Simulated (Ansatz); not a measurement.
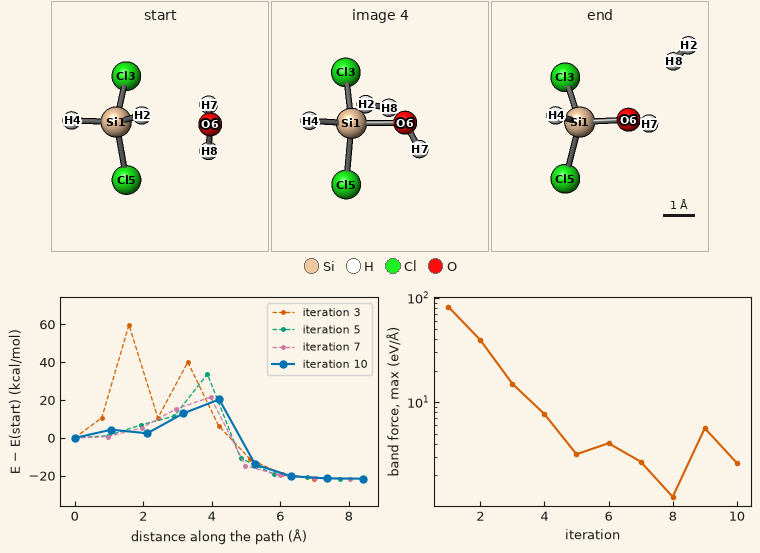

A nudged-elastic-band calculation for SiH4OCl2, made up at the start of SiH$_{2}$Cl$_{2}$ and H$_{2}$O. Images are numbered from 0 (start) to 8 (end). The plot follows the band through its iterations. A ball-and-stick model, seen at a tilt.

The calculation used RKS BLYP-D4/6-31G* in Ansatz 0.2.0. Set-up: 7 movable images; climbing image; force threshold 0.05 eV/Å; iteration limit 10; starting path through a guess of the saddle point.

Q: Judge this run.

A: The result isn't final. The band hadn't converged when the run stopped after 10 iterations. The largest component of the band force went from 82 to 2.6 eV/Å. The barrier read from it is provisional: over the last two iterations the highest image moved from 17.1 kcal/mol to 20.4 kcal/mol. The iteration limit was low. The first iteration put the highest image at 400.8 kcal/mol. The highest point, image 4, lies 20.4 kcal/mol above the start and 41.9 kcal/mol above the end; the end is at −21.5 kcal/mol relative to the start. The profile has 2 maxima (images 1, 4) with a dip at image 2 (+2.5 kcal/mol), which on an unconverged band is provisional.

Limits of the set-up: the start holds two separate molecules, 2.8 Å apart at their closest, whose relative position is a soft coordinate.

Cost: 3.1 min on 1 thread of Arm Neoverse V1, on a shared host, peak memory 0.12 GiB.
